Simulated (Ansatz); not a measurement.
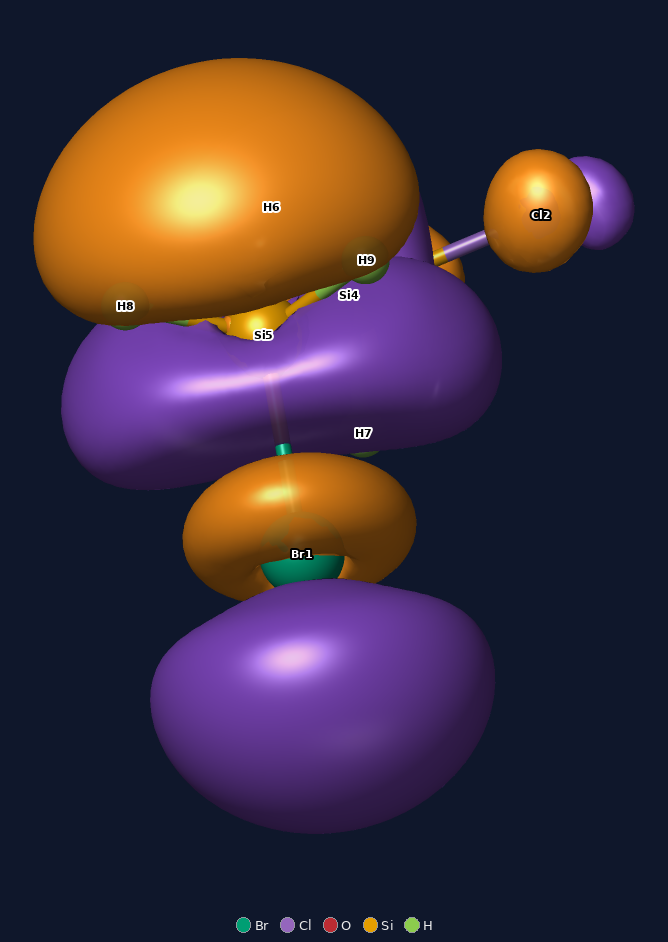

Figure 1: BrClH4OSi2. One frontier orbital at ±0.06 Å⁻³ᐟ² (orange and purple are the two phases), seen at an oblique angle.

Geometry: B3LYP/6-31G*.

These are results of isolated molecule in a Gaussian basis; Kohn-Sham density functional theory, functional PBE0 in Ansatz 0.2.0, not measurements.

Input file:

```
crystal:
  periodic: [false, false, false]
  atoms:
    - symbol: Br
      position_ang: [-1.268213, 1.689572, -2.877438]
    - symbol: Cl
      position_ang: [2.536328, -1.410842, -1.053175]
    - symbol: O
      position_ang: [1.642050, 1.481058, -1.520979]
    - symbol: Si
      position_ang: [2.725693, 0.379491, -2.083494]
    - symbol: Si
      position_ang: [0.126036, 1.997735, -1.147278]
    - symbol: H
      position_ang: [4.082195, 0.902444, -1.828828]
    - symbol: H
      position_ang: [2.479851, 0.095627, -3.512221]
    - symbol: H
      position_ang: [0.189040, 3.448214, -0.878215]
    - symbol: H
      position_ang: [-0.413932, 1.231132, -0.004955]
basis:
  gaussian:
    orbitals: def2-SVPD
total_charge: 0
hamiltonian:
  xc: {name: PBE0}
output: {forces: true, orbitals: {seedname: orbitals}}
```

Launched as:

```sh
ansatz run input.yaml --threads 2 --pin off --max-ram 4350MiB --events-out events.jsonl --progress --plain --runs-dir runs
```

Question: Which orbital is it: HOMO or LUMO?

Answer: The LUMO, at −0.26 eV. It lies mainly on Si5 (about 35 %), Br1 (about 35 %), Si4 (about 10 %) and O3 (about 5 %).
